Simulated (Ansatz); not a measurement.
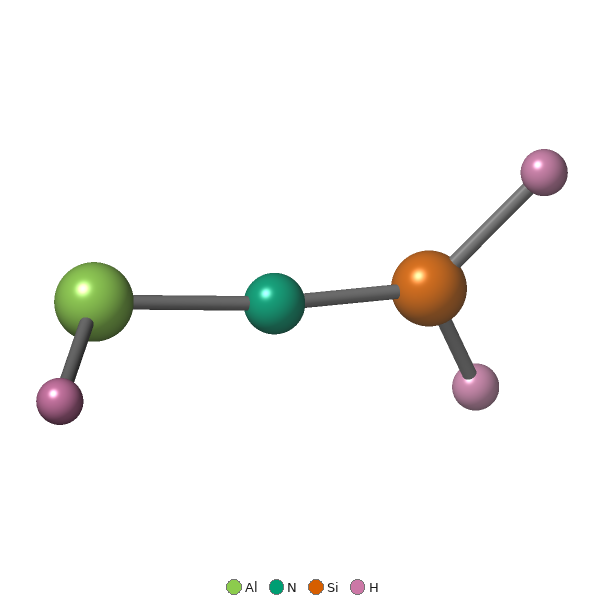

Charge 0, doublet. The computed structure is the end point of a PBE0-D4/def2-TZVP optimisation. No frequency run is at hand to confirm it as a minimum.

Draw it as a skeletal formula.

SMILES: [AlH][N]=[SiH2]

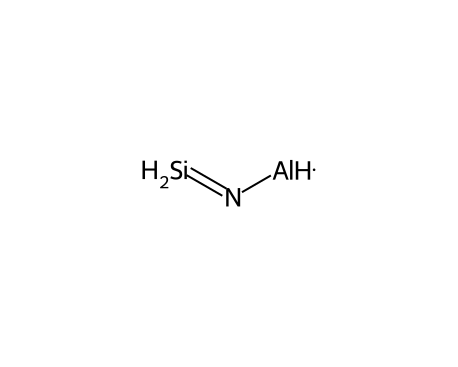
